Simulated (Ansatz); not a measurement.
# CHClGeNO (SMILES O=C=[N][GeH][Cl]) at 4 levels

Wanted: a comparison of 4 runs (UB3LYP/6-31G*, UCAM-B3LYP/def2-SVP, USVWN5/def2-SVP, RPA@PBE/def2-SVP) of CHClGeNO. 

The calculation is run with Ansatz 0.2.0.

123 further runs of the same task are left out: 123 set aside as unsound or not needed.

### 1 Starting point

CHClGeNO: 6 atoms, total charge 0, spin state doublet. As SMILES, `O=C=[N][GeH][Cl]`. The Ge4–Cl5 distance was set to 3.235 Å, away from the relaxed value. At this shape a bond of the SMILES string is far longer than usual.

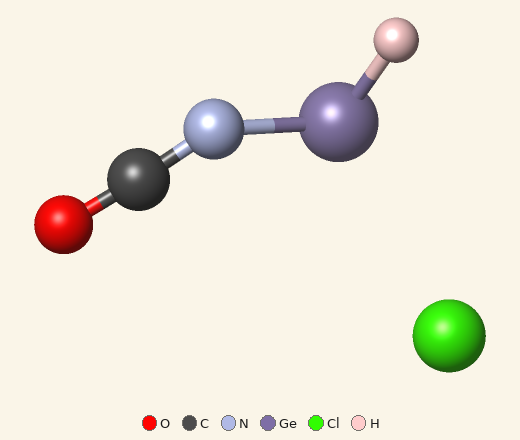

The structure, seen from a chosen angle (oxygen red, carbon dark grey, nitrogen light blue, germanium purple, chlorine green, hydrogen pink).

### 2 A single-point energy at UB3LYP/6-31G(d) (spherical functions) (run 1)

The input, in.yaml:

```yaml
crystal:
  periodic: [false, false, false]
  atoms:
    - {symbol: O, position_ang: [-1.026013, -1.571549, -2.485953]}
    - {symbol: C, position_ang: [-1.293013, -0.974449, -1.525553]}
    - {symbol: "N", position_ang: [-1.625313, -0.408749, -0.513853]}
    - {symbol: Ge, position_ang: [-1.203413, 1.112851, 0.410247]}
    - {symbol: Cl, position_ang: [1.946900, 0.976200, 1.132800]}
    - {symbol: H, position_ang: [-2.007813, 1.029451, 1.731847]}
basis:
  gaussian:
    orbitals: 6-31G_st_-spherical.json
magnetization:
  spin_polarized: true
  initial_magnetization: 1
hamiltonian:
  xc: {name: B3LYP}
accuracy: high
output: {orbitals: {seedname: orbitals}}
```

The basis set 6-31G* is read from a file made from the Basis Set Exchange's data (not shown).

Started as:

```bash
$ ansatz run in.yaml --threads 1 --pin off --max-ram 3480MiB --events-out events.jsonl --progress --plain --runs-dir runs
```

Output:

```text
Warning: RAYON_NUM_THREADS=1 ignored (pool sized by the plan → 1); use --threads N
Functional definition: B3LYP
  name "B3LYP"
  parameter a0 = 0.2
  parameter ax = 0.72
  parameter ac = 0.81
  exchange = (1 - a0 - ax)*slater_x + ax*b88_x + a0*exact_x
  correlation = (1 - ac)*vwn_rpa_c + ac*lyp_c
1878 factors; integrals over basis functions are off by at most 7.2e-9 eV
mean field evaluation 1: about -73614.8744 eV, gradient 4.1e1 eV
mean field evaluation 2: about -73564.8909 eV, gradient 8.7e1 eV
mean field evaluation 4: about -73622.4640 eV, gradient 8.6e0 eV
mean field evaluation 8: about -73622.8703 eV, gradient 9.8e-1 eV
mean field evaluation 16: about -73623.0210 eV, gradient 4.7e-2 eV
mean field evaluation 32: about -73623.0213 eV, gradient 6.9e-5 eV
mean field -73623.02127846 eV, -2705.5961285073 hartree, gradient 8.0e-8 eV, S^2 0.775859; 4 other end points of the search recorded, 0 dependent functions left out
reference -73623.02131812 eV, -2705.5961299647 hartree; 36, 35 occupied and 58, 59 virtual orbitals, 1878 factors
Total energy: -73623.02131812 eV, -2705.5961299647 hartree
```

Wall time 32 s (1 thread of Arm Neoverse V1, shared host); peak memory 0.51 GiB.

### 3 A single-point energy at UCAM-B3LYP/def2-SVP (run 2)

The input, in.yaml:

```yaml
basis:
  gaussian: {orbitals: def2-SVP}
crystal:
  periodic: [false, false, false]
  atoms:
    - {symbol: O, position_ang: [-1.026013, -1.571549, -2.485953]}
    - {symbol: C, position_ang: [-1.293013, -0.974449, -1.525553]}
    - {symbol: N, position_ang: [-1.625313, -0.408749, -0.513853]}
    - {symbol: Ge, position_ang: [-1.203413, 1.112851, 0.410247]}
    - {symbol: Cl, position_ang: [1.946900, 0.976200, 1.132800]}
    - {symbol: H, position_ang: [-2.007813, 1.029451, 1.731847]}
magnetization: {spin_polarized: true, initial_magnetization: 1}
hamiltonian: {xc: {name: CAM-B3LYP}}
accuracy: high
output: {orbitals: {seedname: orbitals}}
```

Started as:

```bash
$ ansatz run in.yaml --threads 1 --pin off --max-ram 3480MiB --events-out events.jsonl --progress --plain --runs-dir runs
```

Output:

```text
Warning: RAYON_NUM_THREADS=1 ignored (pool sized by the plan → 1); use --threads N
Functional definition: CAM-B3LYP
  name "CAM-B3LYP"
  parameter alpha = 0.19
  parameter beta = 0.46
  parameter omega = 0.33/bohr
  parameter ac = 0.81
  exchange = (1 - alpha - beta)*b88_x + beta*b88_x_sr(omega) + alpha*exact_x + beta*exact_x_lr(omega)
  correlation = (1 - ac)*vwn5_c + ac*lyp_c
1912 factors; integrals over basis functions are off by at most 4.6e-9 eV
405 factors; integrals over basis functions are off by at most 1.3e-9 eV
mean field evaluation 1: about -73609.6092 eV, gradient 3.8e1 eV
mean field evaluation 2: about -73587.3639 eV, gradient 6.8e1 eV
mean field evaluation 4: about -73616.2864 eV, gradient 3.7e0 eV
mean field evaluation 8: about -73616.6178 eV, gradient 9.6e-1 eV
mean field evaluation 16: about -73616.7888 eV, gradient 2.9e-2 eV
mean field evaluation 32: about -73616.7891 eV, gradient 2.4e-4 eV
mean field evaluation 64: about -73616.6825 eV, gradient 1.2e0 eV
mean field -73616.78911233 eV, -2705.3671006261 hartree, gradient 7.2e-8 eV, S^2 0.813496; 4 other end points of the search recorded, 0 dependent functions left out
reference -73616.78913009 eV, -2705.3671012790 hartree; 36, 35 occupied and 61, 62 virtual orbitals, 1912 factors
Total energy: -73616.78913009 eV, -2705.3671012790 hartree
```

Wall time 48 s (1 thread of Arm Neoverse V1, shared host); peak memory 0.62 GiB.

Run 3 isn't shown in full; the table further down has it.

### 4 A single-point energy at RPA@PBE/def2-SVP (run 4)

The input, job.yaml:

```yaml
crystal:
  periodic: [false, false, false]
  atoms:
    - {symbol: O, position_ang: [-1.026013, -1.571549, -2.485953]}
    - {symbol: C, position_ang: [-1.293013, -0.974449, -1.525553]}
    - {symbol: "N", position_ang: [-1.625313, -0.408749, -0.513853]}
    - {symbol: Ge, position_ang: [-1.203413, 1.112851, 0.410247]}
    - {symbol: Cl, position_ang: [1.946900, 0.976200, 1.132800]}
    - {symbol: H, position_ang: [-2.007813, 1.029451, 1.731847]}
basis:
  gaussian:
    orbitals: def2-SVP
magnetization:
  spin_polarized: true
  initial_magnetization: 1
hamiltonian:
  xc: pbe
correlation:
  method: rpa
  frozen_orbitals: {C: 1, Cl: 5, Ge: 9, H: 0, "N": 1, O: 1}
accuracy: high
```

Started as:

```bash
$ ansatz run job.yaml --threads 1 --pin off --max-ram 3480MiB --events-out events.jsonl --progress --plain --runs-dir runs
```

Output:

```text
Warning: RAYON_NUM_THREADS=1 ignored (pool sized by the plan → 1); use --threads N
Functional definition: PBE
  name "PBE"
  parameter kappa = 0.804
  parameter beta = 0.06672455060314922
  exchange = pbe_x(kappa = kappa, mu = beta*pi^2/3)
  correlation = pbe_c(beta = beta)
1912 factors; integrals over basis functions are off by at most 4.6e-9 eV
mean field evaluation 1: about -73587.9465 eV, gradient 4.5e1 eV
mean field evaluation 2: about -73587.9380 eV, gradient 4.5e1 eV
mean field evaluation 4: about -73589.8118 eV, gradient 3.2e1 eV
mean field evaluation 8: about -73596.8538 eV, gradient 4.4e0 eV
mean field evaluation 16: about -73596.9492 eV, gradient 2.6e-2 eV
mean field evaluation 32: about -73596.9492 eV, gradient 2.9e-7 eV
mean field evaluation 64: about -73594.0932 eV, gradient 3.8e0 eV
mean field evaluation 96: about -73551.2554 eV, gradient 5.5e1 eV
mean field -73596.94924938 eV, -2704.6379991108 hartree, gradient 2.7e-8 eV, S^2 0.757696; 8 other end points of the search recorded, 0 dependent functions left out
17 core orbitals not correlated: weight in the atoms' cores, before any rotation towards them, 1.000 or more for the frozen orbitals, at most 0.000 for the correlated occupied ones
reference -73524.31416413 eV, -2701.9687089616 hartree; 19, 18 occupied and 61, 62 virtual orbitals, 1912 factors
Total energy: -73557.66914193 eV, -2703.1944817871 hartree
```

Run time: 39 s. Hardware: 1 thread of Arm Neoverse V1, shared host; peak memory 0.4 GiB.

### 5 All runs side by side

| run | level | frozen core orbitals | energy (Eh) | HOMO energy (eV) | LUMO energy (eV) | ⟨S²⟩ | wall time |
| --- | --- | --- | --- | --- | --- | --- | --- |
| 1 | UB3LYP/6-31G* (spherical functions) | – | -2705.596130 | -7.45 | -5.54 | 0.776 | 32 s |
| 2 | UCAM-B3LYP/def2-SVP | – | -2705.367101 | -8.67 | -4.22 | 0.813 | 48 s |
| 3 | USVWN5/def2-SVP | – | -2699.370201 | -6.20 | -6.03 | 0.753 | 10 s |
| 4 | RPA@PBE/def2-SVP | 17 | -2703.194482 | – | – | 0.758 | 39 s |

### 6 Summary of results

| quantity | value |
| --- | --- |
| run 4: total energy | -2703.19448 Eh |
| run 4: RPA correlation energy (valence) | -1225.8 mEh |
| run 4: ⟨S²⟩ of the reference determinant | 0.758 |

In words: Totals of different functionals can't be ranked against each other. All runs together took 2.2 min, the longest 48 s.
